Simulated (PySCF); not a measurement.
| atom | x (Å) | y (Å) | z (Å) |
| --- | --- | --- | --- |
| Ta | 0.0000 | 0.0000 | 0.0814 |
| O | 0.0000 | 0.0000 | 1.8425 |
| F | 1.8660 | 0.0000 | -0.4657 |
| F | 0.0000 | 1.8660 | -0.4657 |
| F | -1.8660 | 0.0000 | -0.4657 |
| F | 0.0000 | -1.8660 | -0.4657 |

Core potentials replace the inner electrons of Ta.

These are results of RKS TPSS, Ta def2-SVP with ECP60, O def2-SVP, F def2-SVP; non-relativistic Hamiltonian with scalar-relativistic core potentials where named; density fitting (PySCF 2.14.0), not measurements.

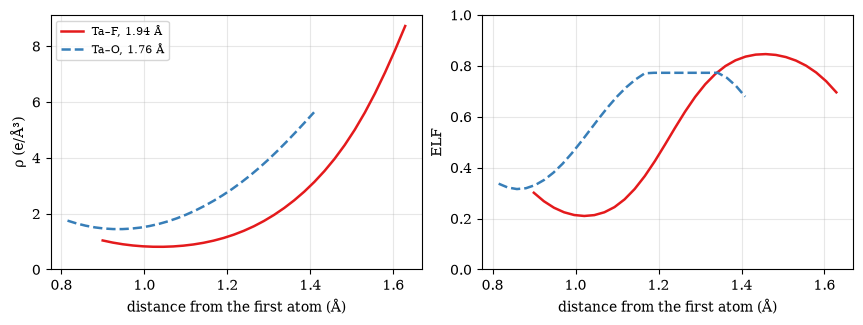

F4OTa (charge −1). Electron density and electron localisation function along straight lines between neighbouring atoms. The curves leave out the atomic cores.

What can be read from the curves?

Ta–F (1.94 Å): ρ at the midpoint is about 0.86 e/Å³; the ELF is about 0.20 at the midpoint.
Ta–O (1.76 Å): ρ is about 1.5 e/Å³ halfway; the ELF peaks at about 0.75 in the valence shell of O, 0.6 Å from its nucleus, and drops to about 0.30 between the two atoms.
